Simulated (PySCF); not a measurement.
**HCl (charge −1, doublet): density, localisation and related maps**

```csv
atom,x (Å),y (Å),z (Å)
H,0.0000,0.0000,-1.3501
Cl,0.0000,0.0000,0.0389
```

Theory: PBE0/aug-cc-pVDZ-DK/X2C, spin-free X2C-1e, Gaussian nucleus, at a bond length of 1.389 Å (PySCF 2.14.0).

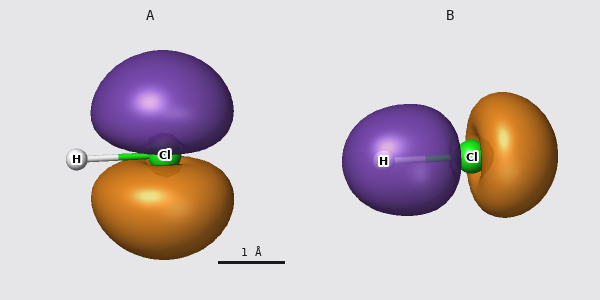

Figure 1. Two frontier β-spin orbitals, each drawn at the value that holds 80 % of its norm (orange and purple are the two phases), in no order; of a degenerate pair one member is drawn.

Q: Label each orbital by symmetry, say whether it is occupied, and order them by energy.

A: Orbital B: σ, occupied in this spin, −7.47 eV; mainly on Cl (75 %).
Orbital A: π, occupied in this spin, −4.32 eV; almost wholly on Cl.

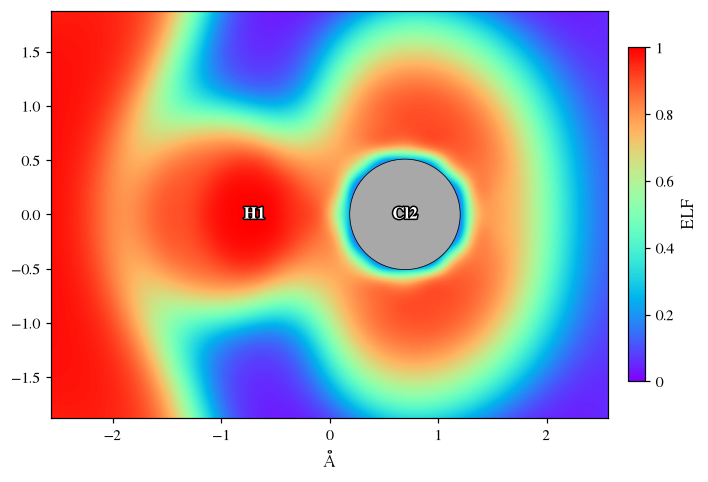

Figure 2. ELF on a plane that holds the molecular axis. Grey discs cover the atomic cores.

Q: Read the bonding off the picture.

A:
- Atoms in the plane: H and Cl.
- Cl–H (1.39 Å): the ELF climbs to about 1 towards the hydrogen, as it does in any bond to H; an ordinary covalent bond to hydrogen.
- The ELF also peaks beside Cl2, away from the bonds: non-bonding electrons, paired or unpaired.
